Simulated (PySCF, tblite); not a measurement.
# C7H4FO2−: a rotation path, then NMR shifts on frames, part 2 of 2

tblite 0.8.0 and PySCF 2.14.0. Atoms count from 0.

## (5) Shielding tensors: image 4, PBE0/pcSseg-1

What the job is given:

```
{"job": {"kind": "nmr", "xc": "PBE0", "basis": "pcSseg-1", "pop": false}, "charge": -1, "multiplicity": 1}
O      2.871000     0.443700     1.265700
C      2.415500     0.387900     0.119600
O      2.965400     0.505800    -0.979100
C      0.871200     0.124900     0.045600
C      0.360900    -1.169100     0.006200
C     -1.001400    -1.399200    -0.070800
C     -1.890100    -0.335700    -0.102200
C     -1.371200     0.943600    -0.053700
F     -2.249100     1.996400    -0.073600
C     -0.017400     1.194300     0.014200
H      1.044600    -2.006300     0.032800
H     -1.385800    -2.411000    -0.106700
H     -2.958000    -0.487500    -0.161300
H      0.343800     2.211700     0.041000
```

Level: GIAO PBE0/pcSseg-1 NMR shielding, non-relativistic, gas phase.

Standard output:

```text
coarse grid: 13344 points
cycle   1  E = -518.5470484119  dE =  1.917e+00  |g| = 1.145e+00  |ddm| = 3.848e+00
cycle   2  E = -517.4182550936  dE =  1.129e+00  |g| = 2.477e+00  |ddm| = 3.373e+00
cycle   3  E = -518.7529797026  dE = -1.335e+00  |g| = 4.067e-01  |ddm| = 2.857e+00
cycle   4  E = -518.7963631109  dE = -4.338e-02  |g| = 1.013e-01  |ddm| = 5.777e-01
cycle   5  E = -518.7982559409  dE = -1.893e-03  |g| = 4.673e-02  |ddm| = 1.339e-01
cycle   6  E = -518.7986831571  dE = -4.272e-04  |g| = 2.070e-02  |ddm| = 6.328e-02
cycle   7  E = -518.7987997285  dE = -1.166e-04  |g| = 4.385e-03  |ddm| = 2.498e-02
cycle   8  E = -518.7988037240  dE = -3.995e-06  |g| = 1.642e-03  |ddm| = 5.003e-03
final grid: 133968 points
cycle   9  E = -518.8852694395  dE = -2.267e-05  |g| = 1.209e-02  |ddm| = 4.211e-02
cycle  10  E = -518.8852270908  dE =  4.235e-05  |g| = 1.936e-02  |ddm| = 2.721e-02
cycle  11  E = -518.8852979352  dE = -7.084e-05  |g| = 1.256e-03  |ddm| = 1.645e-02
cycle  12  E = -518.8852982248  dE = -2.896e-07  |g| = 3.970e-04  |ddm| = 1.251e-03
cycle  13  E = -518.8852982519  dE = -2.702e-08  |g| = 2.195e-04  |ddm| = 5.217e-04
cycle  14  E = -518.8852982614  dE = -9.560e-09  |g| = 5.008e-05  |ddm| = 1.981e-04
cycle  15  E = -518.8852982618  dE = -4.135e-10  |g| = 2.249e-05  |ddm| = 6.131e-05
converged SCF energy = -518.8852982618

GIAO shielding tensors (ppm)
atom      isotropic    diamagn.    paramagn.     s11        s22        s33       span
  0 O      -44.694     405.582    -450.275   -292.426    -70.942    229.287    521.712
  1 C       15.409     241.844    -226.435    -78.064     59.363     64.928    142.992
  2 O      -45.341     405.640    -450.981   -293.526    -71.241    228.745    522.270
  3 C       17.810     262.439    -244.629    -64.855    -50.732    169.018    233.873
  4 C       61.284     250.734    -189.450    -36.754     48.268    172.339    209.093
  5 C       55.878     255.847    -199.969    -51.049     48.451    170.231    221.279
  6 C       78.818     255.955    -177.137     -2.068     73.220    165.302    167.370
  7 C       14.423     254.478    -240.055    -70.174     36.070     77.373    147.547
  8 F      298.610     479.609    -180.999    228.353    330.229    337.247    108.894
  9 C       70.709     251.877    -181.168     -4.631     55.403    161.353    165.983
 10 H       24.678      32.514      -7.835     21.640     24.120     28.275      6.635
 11 H       24.740      31.589      -6.849     21.845     25.356     27.017      5.172
 12 H       25.399      30.947      -5.548     22.247     26.237     27.713      5.467
 13 H       24.704      31.792      -7.089     21.426     23.955     28.731      7.305
```

Run time: 22 s. Hardware: 1 thread of Arm Neoverse V2, shared host; peak memory 0.85 GiB.

Key values: δ C7 172.5, C1 171.5, C3 169.1, C5 131.0, H10 7.04, H13 7.01 ppm.

## (6) Shielding tensors: image 6, PBE0/pcSseg-1

What the job is given:

```
{"job": {"kind": "nmr", "xc": "PBE0", "basis": "pcSseg-1", "pop": false}, "charge": -1, "multiplicity": 1}
O      3.009700    -0.271500     0.974400
C      2.409200     0.390100     0.120400
O      2.824600     1.232100    -0.682700
C      0.866000     0.121400     0.044400
C      0.354300    -1.170300     0.092900
C     -1.007700    -1.399900     0.010500
C     -1.889900    -0.335800    -0.099400
C     -1.367200     0.943100    -0.132100
F     -2.243400     1.994000    -0.223500
C     -0.013100     1.191100    -0.075400
H      1.042700    -1.997000     0.195800
H     -1.398300    -2.409600     0.037900
H     -2.958100    -0.486900    -0.157300
H      0.370500     2.198800    -0.128000
```

Method: GIAO PBE0/pcSseg-1 NMR shielding, non-relativistic, gas phase.

Standard output:

```text
coarse grid: 13344 points
cycle   1  E = -518.5515540415  dE =  1.917e+00  |g| = 1.146e+00  |ddm| = 3.848e+00
cycle   2  E = -517.3887031920  dE =  1.163e+00  |g| = 2.437e+00  |ddm| = 3.974e+00
cycle   3  E = -518.7528518124  dE = -1.364e+00  |g| = 4.270e-01  |ddm| = 3.422e+00
cycle   4  E = -518.8020357768  dE = -4.918e-02  |g| = 1.030e-01  |ddm| = 6.112e-01
cycle   5  E = -518.8034845422  dE = -1.449e-03  |g| = 6.785e-02  |ddm| = 1.687e-01
cycle   6  E = -518.8045458986  dE = -1.061e-03  |g| = 2.150e-02  |ddm| = 8.479e-02
cycle   7  E = -518.8046743090  dE = -1.284e-04  |g| = 5.291e-03  |ddm| = 2.724e-02
cycle   8  E = -518.8046799402  dE = -5.631e-06  |g| = 1.852e-03  |ddm| = 6.429e-03
final grid: 133968 points
cycle   9  E = -518.8905863147  dE = -2.232e-05  |g| = 1.230e-02  |ddm| = 4.245e-02
cycle  10  E = -518.8905445575  dE =  4.176e-05  |g| = 1.942e-02  |ddm| = 3.133e-02
cycle  11  E = -518.8906159081  dE = -7.135e-05  |g| = 1.439e-03  |ddm| = 1.911e-02
cycle  12  E = -518.8906162901  dE = -3.820e-07  |g| = 4.953e-04  |ddm| = 1.538e-03
cycle  13  E = -518.8906163315  dE = -4.138e-08  |g| = 2.316e-04  |ddm| = 6.327e-04
cycle  14  E = -518.8906163415  dE = -9.979e-09  |g| = 5.110e-05  |ddm| = 2.232e-04
cycle  15  E = -518.8906163420  dE = -4.886e-10  |g| = 2.255e-05  |ddm| = 7.322e-05
converged SCF energy = -518.8906163420

GIAO shielding tensors (ppm)
atom      isotropic    diamagn.    paramagn.     s11        s22        s33       span
  0 O       -2.542     406.673    -409.216   -218.318    -51.567    262.258    480.576
  1 C       16.613     239.903    -223.290    -76.700     53.663     72.876    149.576
  2 O       -1.418     407.067    -408.486   -214.178    -49.511    259.434    473.612
  3 C       18.749     263.338    -244.589    -66.560    -41.657    164.463    231.023
  4 C       58.106     250.492    -192.385    -41.580     41.581    174.318    215.898
  5 C       57.233     256.370    -199.137    -48.772     50.335    170.136    218.909
  6 C       75.793     256.100    -180.307     -6.570     69.419    164.531    171.101
  7 C       14.876     255.135    -240.258    -68.001     36.902     75.728    143.729
  8 F      300.308     479.703    -179.395    230.655    331.419    338.850    108.195
  9 C       66.971     251.594    -184.623    -10.071     48.269    162.715    172.786
 10 H       24.180      32.705      -8.525     20.766     23.713     28.061      7.295
 11 H       24.744      31.727      -6.983     21.560     25.481     27.191      5.631
 12 H       25.295      31.027      -5.732     22.059     25.998     27.827      5.768
 13 H       24.161      31.992      -7.832     20.438     23.487     28.557      8.119
```

Wall time 21 s (1 thread of Arm Neoverse V2, shared host); peak memory 0.85 GiB.

Key values: δ C7 172.0, C1 170.3, C3 168.2, C5 129.7, H13 7.56, H10 7.54 ppm.

## (7) Shielding tensors: image 8, PBE0/pcSseg-1

What the job is given:

```
{"job": {"kind": "nmr", "xc": "PBE0", "basis": "pcSseg-1", "pop": false}, "charge": -1, "multiplicity": 1}
O      3.093300    -0.632800     0.293500
C      2.407400     0.382300     0.119600
O      2.753000     1.563100    -0.004300
C      0.857700     0.129800     0.044900
C      0.348600    -1.156300     0.168900
C     -1.012500    -1.391100     0.104400
C     -1.891000    -0.337000    -0.092400
C     -1.368700     0.937000    -0.216500
F     -2.245200     1.973100    -0.415500
C     -0.016100     1.191000    -0.149800
H      1.053100    -1.962400     0.317100
H     -1.403600    -2.396000     0.204900
H     -2.959100    -0.490900    -0.150800
H      0.382400     2.189700    -0.246300
```

With the program's defaults for keys left out, this is: GIAO PBE0/pcSseg-1 NMR shielding, non-relativistic, gas phase.

Standard output:

```text
coarse grid: 13344 points
cycle   1  E = -518.5560614021  dE =  1.917e+00  |g| = 1.147e+00  |ddm| = 3.846e+00
cycle   2  E = -515.9953714018  dE =  2.561e+00  |g| = 3.034e+00  |ddm| = 5.016e+00
cycle   3  E = -518.6921241204  dE = -2.697e+00  |g| = 6.389e-01  |ddm| = 4.600e+00
cycle   4  E = -518.8050157384  dE = -1.129e-01  |g| = 1.438e-01  |ddm| = 8.792e-01
cycle   5  E = -518.8066212880  dE = -1.606e-03  |g| = 1.232e-01  |ddm| = 3.198e-01
cycle   6  E = -518.8102038548  dE = -3.583e-03  |g| = 3.229e-02  |ddm| = 1.512e-01
cycle   7  E = -518.8104367274  dE = -2.329e-04  |g| = 1.226e-02  |ddm| = 4.184e-02
cycle   8  E = -518.8104642783  dE = -2.755e-05  |g| = 4.123e-03  |ddm| = 1.688e-02
cycle   9  E = -518.8104674550  dE = -3.177e-06  |g| = 1.472e-03  |ddm| = 5.793e-03
final grid: 133968 points
cycle  10  E = -518.8961295566  dE = -2.189e-05  |g| = 1.215e-02  |ddm| = 5.010e-02
cycle  11  E = -518.8960898704  dE =  3.969e-05  |g| = 1.918e-02  |ddm| = 3.438e-02
cycle  12  E = -518.8961579124  dE = -6.804e-05  |g| = 1.551e-03  |ddm| = 2.165e-02
cycle  13  E = -518.8961583429  dE = -4.305e-07  |g| = 5.797e-04  |ddm| = 1.927e-03
cycle  14  E = -518.8961584021  dE = -5.924e-08  |g| = 1.946e-04  |ddm| = 7.653e-04
cycle  15  E = -518.8961584090  dE = -6.886e-09  |g| = 5.111e-05  |ddm| = 2.333e-04
cycle  16  E = -518.8961584095  dE = -5.111e-10  |g| = 2.237e-05  |ddm| = 7.580e-05
converged SCF energy = -518.8961584095

GIAO shielding tensors (ppm)
atom      isotropic    diamagn.    paramagn.     s11        s22        s33       span
  0 O       22.046     408.003    -385.957   -181.501    -39.843    287.484    468.984
  1 C       23.544     237.152    -213.609    -74.215     64.510     80.335    154.550
  2 O       25.073     408.030    -382.957   -178.805    -36.417    290.441    469.247
  3 C       25.789     262.937    -237.148    -67.465     -7.581    152.414    219.879
  4 C       55.861     250.815    -194.953    -46.827     35.122    179.290    226.117
  5 C       57.992     256.686    -198.694    -47.774     51.992    169.758    217.532
  6 C       73.332     256.265    -182.933    -11.508     66.756    164.748    176.257
  7 C       14.655     255.499    -240.843    -67.229     38.201     72.994    140.222
  8 F      300.942     479.703    -178.761    231.766    331.620    339.440    107.674
  9 C       65.902     251.256    -185.354    -13.171     43.266    167.612    180.783
 10 H       23.452      33.108      -9.656     19.515     22.964     27.878      8.362
 11 H       24.674      31.853      -7.179     21.116     25.489     27.415      6.298
 12 H       25.160      31.064      -5.904     21.790     25.677     28.013      6.223
 13 H       23.558      32.337      -8.779     19.358     23.009     28.307      8.950
```

It took 22 s on 1 thread of Arm Neoverse V2, shared host; peak memory 0.85 GiB.

Key values: δ C7 172.3, C1 163.4, C3 161.1, C4 131.1, H10 8.26, H13 8.16 ppm.

## (8) Side by side: NMR shifts

Shifts (ppm) of some atoms, chosen among heavy atoms and hydrogens apart, with basis size and wall time:

| frame | C1 | C3 | C6 | H10 | H13 | O2 | O0 | functions | time |
| --- | --- | --- | --- | --- | --- | --- | --- | --- | --- |
| image 0 | 163.4 | 161.1 | 113.6 | 8.26 | 8.17 | 314.0 | 311.1 | 190 | 25 s |
| image 2 | 170.6 | 168.5 | 110.9 | 7.53 | 7.49 | 341.2 | 340.6 | 190 | 22 s |
| image 4 | 171.5 | 169.1 | 108.1 | 7.04 | 7.01 | 381.4 | 380.8 | 190 | 22 s |
| image 6 | 170.3 | 168.2 | 111.1 | 7.54 | 7.56 | 337.5 | 338.6 | 190 | 21 s |
| image 8 | 163.4 | 161.1 | 113.6 | 8.26 | 8.16 | 311.0 | 314.0 | 190 | 22 s |

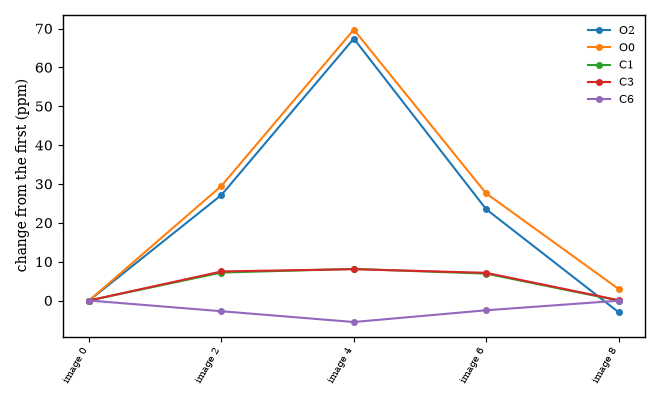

How five of the tabulated atoms move from run to run.

## (9) What came out

The summary covers parts 1 to 2.

| quantity | value |
| --- | --- |
| barrier | 0.053 eV (1.2 kcal/mol) at image 4 |
| end to end (GFN2-xTB) | 0.000 eV |
| ¹³C shifts against TMS (PBE0/pcSseg-1, image 0) | 172.3, 163.4, 161.1, 131.0, 128.9, 121.1, 113.6 ppm |
| ¹H shifts against TMS (PBE0/pcSseg-1, image 0) | 8.26, 8.17, 7.05, 6.56 ppm |
| ¹⁷O shifts against H2O (PBE0/pcSseg-1, image 0) | 314.0, 311.1 ppm |
| ¹⁹F shifts against CFCl3 (PBE0/pcSseg-1, image 0) | -130.0 ppm |
| range of the shift of O2 | 311.0 to 381.4 ppm |

**Reading.** Along the band the dihedral turns by 180°, and the top (dihedral 271°) lies 1.2 kcal/mol above the start (GFN2-xTB, rough), so at room temperature this motion is fast. The top was not checked by a frequency run. Shifts at one fixed geometry are not the observed spectrum, which averages over the motion. NICS(1)zz of -28 ppm above the planar ring from C3 marks a diatropic (aromatic) ring current. In ppm, O2 moves most: its shift spreads over 70.4 ppm, from 311.0 (image 8) to 381.4 (image 4).
